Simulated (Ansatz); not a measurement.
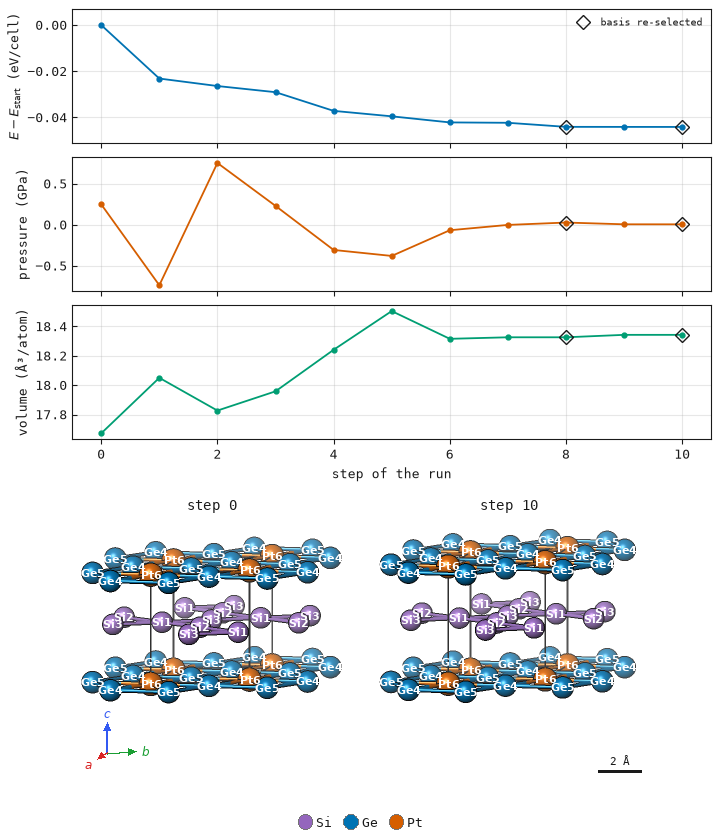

First and last geometry of a relaxation of solid Si₃Ge₂Pt (a generated structure, set up in P6/mmm), with the history of the run. A ball-and-stick model of the cell of the calculation, seen slightly off an axis.

The calculation used DFT PBE, scalar-relativistic, plane waves, PAW in Ansatz.

Input file:
```yaml
crystal:
  lattice:
    - [4.8577389621, 0.0, 0.0]
    - [-2.428869481, 4.2069253461, 0.0]
    - [0.0, 0.0, 5.1883572555]
  atoms:
    - { symbol: Si, position: [0.5, 0.0, 0.5] }
    - { symbol: Si, position: [0.0, 0.5, 0.5] }
    - { symbol: Si, position: [0.5, 0.5, 0.5] }
    - { symbol: Ge, position: [0.3333333333, 0.6666666667, 0.0] }
    - { symbol: Ge, position: [0.6666666667, 0.3333333333, 0.0] }
    - { symbol: Pt, position: [0.0, 0.0, 0.0] }
basis:
  ecutwfc: 420
kpoints:
  mp_grid: { grid: [12, 12, 8] }
hamiltonian:
  xc: pbe
scf:
  occupations: { method: gaussian, width: 0.1 }
output:
  forces: true
  stress: true
  eigenvalues: true
  write_density: true
  write_potential: true
  elf: true
  volumetric_format: npy
relax:
  adjacent_minimum: "off"
  f_tol: 0.01
  max_steps: 80
  cell: { stress_tol: 0.05 }
```

Run as
```bash
ansatz run input.yaml --threads 1 --pin off --max-ram 2560MiB --backend cpu --events-out ev --progress --plain --runs-dir out
```

> Did the run converge, and what did it change?

It converged. After 8 accepted moves (10 points after the start) the energy has fallen by 44.1 meV per cell of the calculation. All forces vanish by symmetry, so only the cell relaxes. Pressure: 0.25 GPa at the start and 0.00 GPa at the end. At 2 points the geometry stayed and the basis and grid were re-selected for the new cell (energy shift of 1.8 meV per cell of the calculation at most each time). The atoms keep their places relative to the cell (all moves are under 0.005 Å). The volume changes by +3.8 %, with a = b 4.858 → 4.776 Å (−1.7 %), c 5.188 → 5.571 Å (+7.4 %). Some distances before and after: Ge4–Pt6 2.805 → 2.758 Å, Ge4–Ge5 2.805 → 2.758 Å, Si1–Si2 2.429 → 2.388 Å. The space group stays P6/mmm (No. 191). Cost: 110 s on 1 thread of Intel(R) Xeon(R) 6975P-C (Granite Rapids), with other jobs on the host, peak memory 0.65 GiB.

| step | E − E(0), meV/atom | pressure, GPa | volume, Å³/atom | note |
| --- | --- | --- | --- | --- |
| 0 | 0.00 | 0.25 | 17.672 |  |
| 1 | -3.86 | -0.74 | 18.050 |  |
| 2 | -4.40 | 0.75 | 17.827 |  |
| 3 | -4.85 | 0.23 | 17.958 |  |
| 4 | -6.20 | -0.31 | 18.241 |  |
| 5 | -6.59 | -0.38 | 18.504 |  |
| 6 | -7.03 | -0.07 | 18.315 |  |
| 7 | -7.06 | 0.00 | 18.326 |  |
| 8 | -7.35 | 0.03 | 18.326 | same geometry, new basis |
| 9 | -7.35 | 0.01 | 18.342 |  |
| 10 | -7.36 | 0.00 | 18.342 | same geometry, new basis |
